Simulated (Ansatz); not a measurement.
**TaAs: pressure series**

The parent structure is TaAs (space group I4_1md, No. 109; a = 3.4415 Å, c = 11.7136 Å).

Cell and atoms are relaxed at each pressure.

Computed with r2SCAN (Ansatz, a first-principles code; PAW; 500 eV plane waves; no spin-orbit coupling), earlier PAW set.

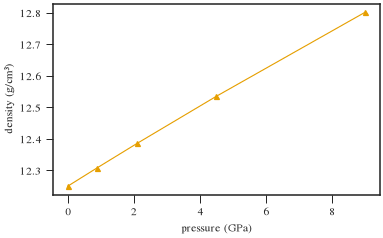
Fig. 1. Density against pressure

```
pressure (GPa)      density
--------------  -----------
0.9             12.31 g/cm³
2.1             12.39 g/cm³
4.5             12.54 g/cm³
9               12.80 g/cm³
```

Load acts through the strain it causes; cell and atoms are relaxed under it. Whether these cells are dynamically stable was not tested. No other phases were tried under pressure. All final runs are without spin polarisation.
